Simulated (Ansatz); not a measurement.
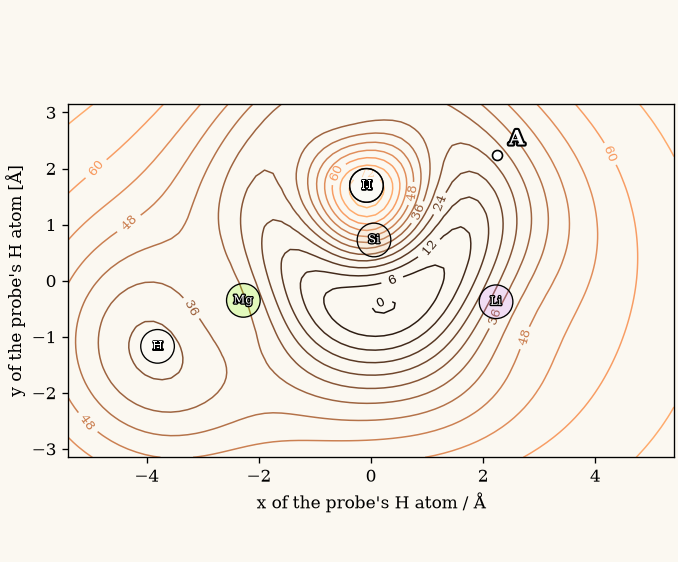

H₃LiMgSi (SMILES [Li][SiH2][MgH]) with the probe H2. The probe is moved over a plane parallel to the molecule's main plane, 2.87 Å above it. First axis: x of the probe's H atom. Second axis: y of the probe's H atom. Nothing is relaxed (molecule and probe rigid, the probe upright with H nearest the plane). The grid has 25 × 15 points. Points are written as (first, second). All energies are given in meV relative to the lowest grid point. Level of theory: RKS PBE-D4/def2-SVPD in Ansatz 0.2.0.

The picture shows contour lines labelled in meV, labelled circles for the molecule's atoms, projected on the plane, the point A. Between grid points the surface is interpolated.

Is A at rest? If not, where is it pushed?

Answer. A, at (2.25 Å, 2.25 Å), is not a stationary point. The computed force is 0.021 eV/Å in the plane, pointing down and left in the picture (components −0.016 and −0.014 eV/Å).
